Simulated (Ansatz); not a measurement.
# Ba2C (built on the sites of a database entry of Be2C): phonons and vibrational spectra

The cell of Ba2C (built on the sites of a database entry of Be2C) is at rest. What are its phonons? After the zone centre comes a 2×2×2 q mesh on a 10×10×10 k mesh.

Method: DFT LDA, scalar-relativistic, plane waves, PAW, in Ansatz 0.2.0.

The structure was built from a prototype and need not be the compound's stable phase.

## 1. The structure

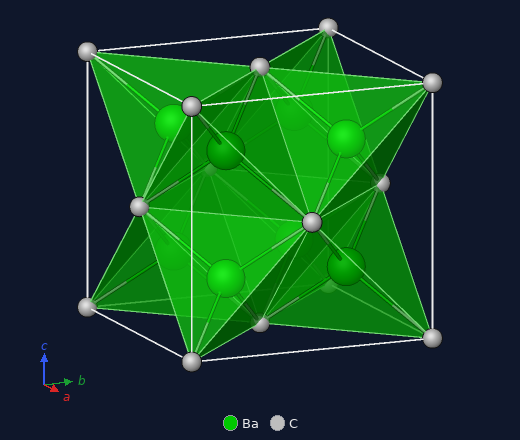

Start, viewed slightly off an axis; barium green, carbon light grey. This picture shows the conventional cell, with its axes. Some periodic images of atoms are drawn too.

## 2. Zone-centre response

The cell comes from relaxations at this level that are not shown. The zone centre comes first: it holds the modes that light can see, as far as symmetry allows. No field response is asked, since the mesh shows no gap.

The input, input.yaml:

```yaml
crystal:
  lattice:
    - [0.0, 3.3958497574, 3.3958497574]
    - [3.3958497574, 0.0, 3.3958497574]
    - [3.3958497574, 3.3958497574, 0.0]
  atoms:
    - { symbol: Ba, position: [0.25, 0.25, 0.25] }
    - { symbol: Ba, position: [0.75, 0.75, 0.75] }
    - { symbol: C, position: [0.0, 0.0, 0.0] }
kpoints:
  mp_grid: { grid: [10, 10, 10] }
hamiltonian:
  xc: lda
scf:
  occupations: { method: methfessel_paxton, width: 0.15 }
output:
  eigenvalues: true
phonons:
  method: dfpt
```

Command:

```bash
$ ansatz run input.yaml --threads 4 --pin off --max-ram 7168MiB --backend cpu --events-out ev --progress --plain --runs-dir out
```

Numbers of over 12 decimals in the logs are rounded to 6 here.

What it wrote:

```text
zone centre: on kpoints.mp_grid the ground state, and the responses unless they are solved on pairs of k-points, stand on 102 of the mesh's 1000 k-points, reduced under 8 symmetry operations, with k and −k counted as one. Each operation leaves every solved displacement unchanged or reverses it
Engine: ansatz 0.2.0, aarch64-unknown-linux-gnu
Pseudopotentials: kind: paw
Pseudopotential: Ba, paw, valence charge 10, recommended cutoff 420 eV (normal), Ba.paw.azcp
Pseudopotential: C, paw, valence charge 4, recommended cutoff 420 eV (normal), C.paw.azcp
Functional definition: SPW92
  exchange = slater_x
  correlation = pw_c
Crystal: 3 atoms, lattice volume = 78.320 Å³
Basis set: ecut = 420 eV, 1471 PW (Γ), exchange–correlation on 72×72×72 points (8 copies of the dense FFT grid, shifted against one another)
Bands: 16, of which v1, the nominal top of the filled ones, is band 12 counted from 1 (11 counted from 0)
Symmetry: 48 space group operations
k-points: 102 of 1000 (irreducible under 8 space group operations, time reversal used)
Non-local potential: Ba, projectors of the file, l = 0: 3, l = 1: 2, l = 2: 2, l = 3: 2
Non-local potential: C, projectors of the file, l = 0: 2, l = 1: 2, l = 2: 1
PAW form: soft (Blöchl's): semilocal exchange-correlation on the pseudo side does not see the compensation charge
PAW frozen core: Ba, regenerated for the run's functional, and the local potential with it (the file was generated under x = pbe(κ = 0.804, μ = 0.219515), c = pbe(β = 0.066725))
PAW frozen core: C, regenerated for the run's functional, and the local potential with it (the file was generated under x = pbe(κ = 0.804, μ = 0.219515), c = pbe(β = 0.066725))
PAW one-centre angular grid: Ba, 194 points (default); XC on 64 Gauss nodes
PAW one-centre angular grid: C, 110 points (default); XC on 64 Gauss nodes
Initial density: superposition of atomic densities (neutral atoms: chi_scale 0, normalization atom), corrected by the library's trained network
Initial wavefunctions: pseudopotential atomic-orbital guess
Functional: x = slater, c = lda
SCF iter   1: F=—  HF=-11800.501726 eV  |F-HF|=—  |Δ(HF+E_count)|=         —  Δρ=1.40e-2  dr2=3.66e-1  ethr=1.77e-3  ⟨swp⟩=8.5  Hψ=10214  notcnv=0
preconditioner: auto → Kerker (q_TF=auto, 2.240 Å⁻¹)  [metal: Δε(μ)=0.046 eV  Ē_g=10.880 eV  σ=0.150 eV  W_gap=0.26  n_scr=14 (ndim 8)  ℏωp=18.8 eV  f_vac=0.000  D(μ)=1.12/eV (n_scr^D=8)]
SCF iter   2: F=—  HF=-11800.455222 eV  |F-HF|=—  |Δ(HF+E_count)|=   4.65e-2  S|Δr|=    0.00e0  Δρ=5.64e-3  dr2=2.39e-2  ethr=1.53e-3  ⟨swp⟩=2.1  Hψ=3112  notcnv=0
SCF iter   3: F=—  HF=-11800.451883 eV  |F-HF|=—  |Δ(HF+E_count)|=   3.34e-3  S|Δr|=    0.00e0  Δρ=2.03e-3  dr2=2.77e-3  ethr=9.95e-5  ⟨swp⟩=2.0  Hψ=2042  notcnv=0
SCF iter   4: F=—  HF=-11800.451476 eV  |F-HF|=—  |Δ(HF+E_count)|=   4.07e-4  S|Δr|=    0.00e0  Δρ=3.20e-4  dr2=1.81e-4  ethr=1.16e-5  ⟨swp⟩=1.4  Hψ=1801  notcnv=0
SCF iter   5: F=—  HF=-11800.451447 eV  |F-HF|=—  |Δ(HF+E_count)|=   2.92e-5  S|Δr|=    0.00e0  Δρ=5.64e-5  dr2=2.93e-6  ethr=7.54e-7  ⟨swp⟩=1.5  Hψ=1727  notcnv=0
SCF iter   6: F=—  HF=-11800.451447 eV  |F-HF|=—  |Δ(HF+E_count)|=   2.81e-7  S|Δr|=    0.00e0  Δρ=1.42e-5  dr2=3.06e-7  ethr=1.22e-8  ⟨swp⟩=2.4  Hψ=2758  notcnv=0
SCF iter   7: F=—  HF=-11800.451447 eV  |F-HF|=—  |Δ(HF+E_count)|=   1.52e-7  S|Δr|=    0.00e0  Δρ=3.74e-6  dr2=1.95e-8  ethr=1.27e-9  ⟨swp⟩=1.8  Hψ=2050  notcnv=0
SCF iter   8: F=—  HF=-11800.451447 eV  |F-HF|=—  |Δ(HF+E_count)|=   1.58e-9  S|Δr|=    0.00e0  Δρ=4.69e-7  dr2=1.87e-10  ethr=8.12e-11  ⟨swp⟩=2.0  Hψ=2010  notcnv=0
SCF iter   9: F=-11800.451447 eV  HF=-11800.451447 eV  |F-HF|=1.82e-12  |Δ(HF+E_count)|=  1.82e-12  S|Δr|=    0.00e0  Δρ=9.11e-8  dr2=5.38e-12  ethr=1.00e-12  ⟨swp⟩=6.5  Hψ=8266  notcnv=0
SCF 1 converged in 9 iterations: F = -11800.451447 eV  dr2 = 5.38e-12
  greatest PAW one-centre occupation: 0.957 electrons in one spin orbital (limit 2), on the Ba atom at site 1 (counted from 0), in its partial waves of l = 0
DFPT response loops at Γ: preconditioner auto → Kerker (q_TF=auto, 2.240 Å⁻¹) (partly filled bands, converged f_vac=0.000); β = 1.00, the filter's whole step (`scf.mixing.beta` (0.50) is not read by the response loops under this deck's `scf.mixing.preconditioner`; to damp them name `kerker` or `kerker_dos`, under which they read `scf.mixing.beta`, and type it under 1.00, their step now; both keys bind the ground state too); Broyden in place of MSR1
SCF converged after 9 iterations
Stability not checked: this state was not tested for a lower state beside it, because cold or Methfessel-Paxton smearing, or corrected tetrahedra, fill the levels in a way that the test cannot read (fill_not_monotonic; see scf.lower_state_search)
Free energy (F): -11800.451447 eV
Harris-Foulkes:  -11800.451447 eV  (|F-HF|=1.82e-12)
Internal energy: -11800.453514 eV  (E = F + TS)
E sigma→0 (E₀):  -11800.451964 eV
Entropy (-TS):   0.002067 eV (0.689 meV/atom)
Fermi energy:    10.511818 eV
--- Per-component energies (eV) ---
  E_band       = -37.696408
  E_kinetic    = 425.394785
  E_local      = -543.321438  (includes V_loc(G=0)·N_el)
  E_nonlocal   = 149.364960
  E_hartree    = 173.755990
  E_xc         = -382.792052
  E_vxc        = -332.881904  (∫ρ·V_xc dr)
  E_paw        = -10206.579630  (= ΣΔE_a)
  E_vpaw       = -83.764820  (= ΣTr[D̂ρ^β])
  E_aug_tail   = 0.000002  (compensation charges beyond the density's cutoff)
  E_ewald      = -1416.903993
  E_core_change = 0.627864  (= ΣΔE_core)
  E_smearing   = 0.002067  (= −TS)
  E_closure    = 0.000000  (closes the sum)
  Σ components = -11800.451447   (vs F -11800.451447, Δ=0.00e0)
--- Band table (eV; the first three rows and the last of 102) ---
  k-point 0: bands = [... 8 lower, 2.4532, 8.3067, 8.3067, 8.3067, 10.5899, 10.5899, 10.7024, 15.0330]
  k-point 1: bands = [... 8 lower, 2.5530, 8.3272, 8.4000, 8.4000, 10.7501, 10.7501, 11.0472, 14.6084]
  k-point 2: bands = [... 8 lower, 2.7790, 8.5244, 8.6667, 8.6667, 11.2083, 11.2083, 11.8358, 13.8583]
  k-point 101: bands = [... 8 lower, 3.1100, 9.5323, 9.5750, 10.0262, 11.3896, 12.4792, 12.5970, 13.7060]
--- Phonons (Γ-DFPT): 2 representative perturbations + reference, on 102 of 1000 k-points (Σ response iterations 7) ---
  k mesh reduced under 8 symmetry operations, with k and −k counted as one. Each operation leaves every solved displacement unchanged or reverses it
  ASR residual: 1.088e-4 → 0.000e0 eV/Å²; symmetrization residual: 8.805e-7 eV/Å²
  ASR residual per site (eV/Å²): 5.69e-6 5.69e-6 1.09e-4
  Γ frequencies (cm⁻¹): 0.00 0.00 0.00 67.96 67.96 67.96 247.04 247.04 247.04
  non-analytic LO–TO correction: not included (Born effective charges unavailable; polar crystals: no LO–TO splitting at Γ)
```

Elapsed: 18 s, on 4 threads of Arm Neoverse V1, shared host; peak memory 0.77 GiB; 64 s of CPU time.

This step gave:

| Property | Result |
| --- | --- |
| volume per atom | 26.11 Å³ |
| gap on the k-mesh | 0 eV |
| sum-rule residual before enforcement | 1.09e-4 eV/Å² |
| point group | m-3m |
| highest optical mode at the zone centre (no LO-TO term) | 247.0 cm⁻¹ |
| lowest optical zone-centre mode | 67.96 cm⁻¹ |

Patterns of degenerate modes are one choice out of their space. The modes at Γ (shares of kinetic energy by element, %):

```csv
mode,frequency (cm⁻¹),symmetry,Ba %,C %
1,0.0,acoustic,96,4
2,0.0,acoustic,96,4
3,0.0,acoustic,96,4
4,68.0,T2g,100,0
5,68.0,T2g,100,0
6,68.0,T2g,100,0
7,247.0,T1u,4,96
8,247.0,T1u,4,96
9,247.0,T1u,4,96
```

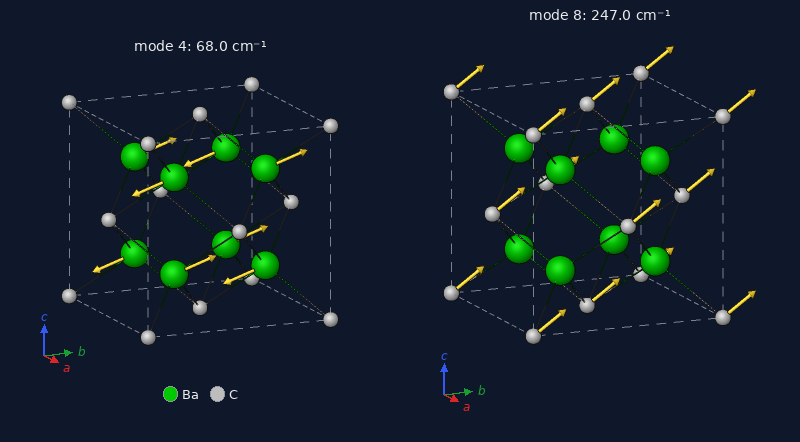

Displacement patterns of modes 4 and 8 at Γ; arrows are exaggerated. Some periodic images of atoms are drawn too.

Before it was imposed, the acoustic sum rule was missed by 1.1e-4 eV/Å². Small misses are needed for a sound result but don't prove that mesh and cutoff are converged. The lowest optical mode is real, 68.0 cm⁻¹.

## 3. The dispersion

Stability and thermal properties need the whole zone. Linear response on a 2×2×2 q mesh gives force constants as far as a supercell of that size would.

Changes to input.yaml since step 2:

```diff
@@ -19 +19,8 @@
   method: dfpt
+  qmesh: [2, 2, 2]
+  temperatures: { t_max: 1000, t_step: 50 }
+  qpath:
+    path:
+      - [[0.0, 0.0, 0.0], [0.5, 0.0, 0.5], [0.625, 0.25, 0.625]]
+      - [[0.375, 0.375, 0.75], [0.0, 0.0, 0.0], [0.5, 0.5, 0.5], [0.5, 0.25, 0.75], [0.5, 0.0, 0.5]]
+    npoints: 10
```

What it wrote:

```text
Warning: phonons: the dynamical matrix that this run interpolates holds no multipole term above the dipole-dipole one, and a site of this crystal is no centre of inversion, so its interpolated transverse optical and acoustic branches and sound speeds can stay off near Gamma, and the density of states and the thermodynamics with them. What a run solves at a wave vector of phonons.qpoints, Gamma apart, where the deck admits one, is free of this, and under fd what a larger phonons.supercell samples
[...]
Crystal: 3 atoms, lattice volume = 78.320 Å³
Basis set: ecut = 420 eV, 1471 PW (Γ), exchange–correlation on 72×72×72 points (8 copies of the dense FFT grid, shifted against one another)
Bands: 16, of which v1, the nominal top of the filled ones, is band 12 counted from 1 (11 counted from 0)
Symmetry: 48 space group operations
k-points: 47 of 1000
[...]
SCF iter   1: F=—  HF=-11800.501880 eV  |F-HF|=—  |Δ(HF+E_count)|=         —  Δρ=1.40e-2  dr2=3.66e-1  ethr=1.77e-3  ⟨swp⟩=8.5  Hψ=4724  notcnv=0
[...]
SCF iter   9: F=-11800.451447 eV  HF=-11800.451447 eV  |F-HF|=5.46e-12  |Δ(HF+E_count)|=  1.09e-11  S|Δr|=    0.00e0  Δρ=8.50e-8  dr2=5.17e-12  ethr=1.00e-12  ⟨swp⟩=5.0  Hψ=4035  notcnv=0
SCF 1 converged in 9 iterations: F = -11800.451447 eV  dr2 = 5.17e-12
[...]
iter 1 solved again at ethr=4.53e-7 eV; its pass at ethr=3.10e-3 eV (dr2=1.09e-4 eV) is discarded
SCF iter   1: F=—  HF=-11800.451447 eV  |F-HF|=—  |Δ(HF+E_count)|=         —  Δρ=5.45e-7  dr2=1.41e-10  ethr=4.53e-7  ⟨swp⟩=3.0  Hψ=6617  notcnv=0
eigensolver tolerance schedule: the retry pair's looser diagonalisation over-reported the residual by 774266.19 of it (diagonalisation noise at an unbounded share of the residual, at the tolerance the schedule requests for it); recorded, not acted on — ethr = c·dr2/N_el stays at c = 1.0e-1
[...]
SCF iter   2: F=—  HF=-11800.451447 eV  |F-HF|=—  |Δ(HF+E_count)|=   6.92e-7  S|Δr|=    0.00e0  Δρ=3.48e-7  dr2=1.19e-10  ethr=1.00e-12  ⟨swp⟩=4.1  Hψ=2175  notcnv=0
[...]
SCF iter   4: F=-11800.451447 eV  HF=-11800.451447 eV  |F-HF|=0.00e0  |Δ(HF+E_count)|=  3.64e-12  S|Δr|=    0.00e0  Δρ=1.33e-7  dr2=7.61e-12  ethr=1.00e-12  ⟨swp⟩=3.2  Hψ=2270  notcnv=0
SCF 2 converged in 4 iterations: F = -11800.451447 eV  dr2 = 7.61e-12
phonons: the bands overlap, so this run is a metal and interpolates without the dipole-dipole term. If the crystal is really an insulator or semiconductor, its LO-TO splitting is missing
NSCF: frozen V_eff on 47 k-points
WARN: eigensolver did not converge in 5 slots of this pass, the one above among them; of largest residual over every band (k=5): 1 band(s) unlocked (lowest unlocked band 15, counted from 0; max residual 4.83e-3 eV among the unlocked bands, 4.83e-3 eV over every band); of lowest unlocked band (k=5): band 15
[...]
DFPT response loops at q = (0, 0, 0) (fractional): preconditioner auto → Kerker (q_TF=auto, 2.240 Å⁻¹) (partly filled bands, converged f_vac=0.000); β = 1.00, the filter's whole step (`scf.mixing.beta` (0.50) is not read by the response loops under this deck's `scf.mixing.preconditioner`; to damp them name `kerker` or `kerker_dos`, under which they read `scf.mixing.beta`, and type it under 1.00, their step now; both keys bind the ground state too); Broyden in place of MSR1
[...]
SCF converged after 9 iterations
[...]
Free energy (F): -11800.451447 eV
[...]
Internal energy: -11800.453514 eV  (E = F + TS)
E sigma→0 (E₀):  -11800.451964 eV
Entropy (-TS):   0.002067 eV (0.689 meV/atom)
Fermi energy:    10.511818 eV
[...]
--- Band table (eV; the first three rows and the last of 47) ---
  k-point 0: bands = [... 8 lower, 2.4532, 8.3067, 8.3067, 8.3067, 10.5899, 10.5899, 10.7024, 15.0330]
  k-point 1: bands = [... 8 lower, 2.5530, 8.3272, 8.4000, 8.4000, 10.7501, 10.7501, 11.0472, 14.6084]
  k-point 2: bands = [... 8 lower, 2.7790, 8.5244, 8.6667, 8.6667, 11.2083, 11.2083, 11.8358, 13.8583]
  k-point 46: bands = [... 8 lower, 3.1100, 9.5323, 9.5750, 10.0262, 11.3896, 12.4792, 12.5970, 13.7060]
--- Phonons (Γ-DFPT): 2 representative perturbations + reference (Σ response iterations 7) ---
  ASR residual: 8.340e-5 → 0.000e0 eV/Å²; symmetrization residual: 3.346e-7 eV/Å²
  ASR residual per site (eV/Å²): 6.40e-6 6.40e-6 8.34e-5
  Γ frequencies (cm⁻¹): 0.00 0.00 0.00 67.96 67.96 67.96 247.04 247.04 247.04
--- Phonons (arbitrary-q DFPT): 3 irreducible q on the 2×2×2 mesh ---
  q = [0.0000, 0.0000, 0.0000] (star 1, of the zone-centre solve; hermiticity 2.59e-7, symmetrization 4.71e-14): -0.00 -0.00 -0.00 67.96 67.96 67.96 247.04 247.04 247.04
  q = [0.0000, 0.0000, -0.5000] (star 4, 2 solved perturbations on 282 of 1000 k-point pairs; hermiticity 2.60e-7, symmetrization 8.82e-14): 56.59 56.59 78.07 81.34 81.34 90.60 204.54 204.54 288.99
  q = [0.0000, -0.5000, -0.5000] (star 3, 4 solved perturbations in 546 linear systems a pass and spin channel, the states on 171 of 1000 k-point pairs; hermiticity 2.16e-8, symmetrization 7.89e-14): -29.98 39.77 39.77 73.16 73.16 99.36 99.36 121.83 347.18
  sum rule: each row above includes the acoustic sum rule's correction from the zone centre's row sums; it moved no ω² by more than (1.37 cm⁻¹)²
  mesh force constants: q→R imaginary residual 6.69e-17; ASR residual 8.340e-5 → 0.000e0 eV/Å²; symmetrization residual 3.109e-15 eV/Å²
  interpolated dispersion: 62 rows × 9 modes
  density of states and harmonic sums: on the 16×16×16 q-mesh, interpolated from the force constants of a 2×2×2 supercell (no non-analytic term)
  largest difference from the sums on the solved wave vectors: F 1.82e-1 eV, S 2.41e-4 and C_V 5.91e-5 eV/K
  zero-point energy: 0.065904 eV/cell   skipped modes (ω ≤ 0): 16, of them read as no rigid motion or as one in doubt: 13 (6.372e-2 modes/cell left out, lowest -29.98 cm⁻¹)   left out of the sums: 7.16e-3 of the cell's modes: C_V's classical limit lies that fraction below 3 k_B per atom; for a crystal, a wire or a layer, F and S can be off by more, and a phonons.interpolated_qmesh denser along its periods is the remedy for the sampling
```

It took 86 s on 4 threads; peak memory 1.2 GiB.

This step gave:

- sum-rule residual before enforcement: 8.34e-5 eV/Å²
- lowest frequency on the path: -29.98 cm⁻¹
- highest frequency on the path or at a solved wavevector: 347.2 cm⁻¹
- lowest mode on the q mesh (acoustic modes at Γ apart): -29.98 cm⁻¹

Frequencies (cm⁻¹) solved at each irreducible wavevector; negative means imaginary. Frequencies by wavevector, by row:

```csv
q in reciprocal lattice units,star,mode 1,mode 2,mode 3,mode 4,mode 5,mode 6,mode 7,mode 8,mode 9
0 0 0,1,0,0,0,68,68,68,247,247,247
0 0 -0.5,4,56.6,56.6,78.1,81.3,81.3,90.6,204.5,204.5,289
0 -0.5 -0.5,3,-30,39.8,39.8,73.2,73.2,99.4,99.4,121.8,347.2
```

Interpolated from a 2×2×2 q mesh. The phonon branches at the labelled points (cm⁻¹):

```csv
point,branch 1,branch 2,branch 3,branch 4,branch 5,branch 6,branch 7,branch 8,branch 9
Γ,0,0,0,68,68,68,247,247,247
X,-30,40,40,73,73,99,99,122,347
U,12,46,52,81,91,114,138,179,305
jump to K,12,46,52,81,91,114,138,179,305
Γ,0,0,0,68,68,68,247,247,247
L,57,57,78,81,81,91,204,204,289
W,25,28,70,70,93,107,113,258,258
X,-30,40,40,73,73,99,99,122,347
```

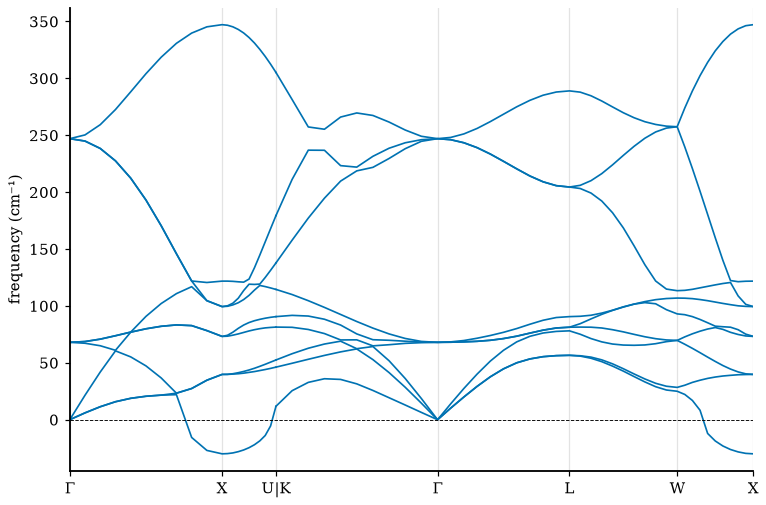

Phonon branches along the path.

(Part 1 of 2 ends here.)

[Logs are printed without paths, hosts, clocks, repeated set-up lines and the standing remarks that a program may print on its own settings, such as how far it seeks lower states.]

[Hosts, paths, dates, database ids (printed as entryN), source tags and the programs' standing remarks are cut or masked in the printed files.]
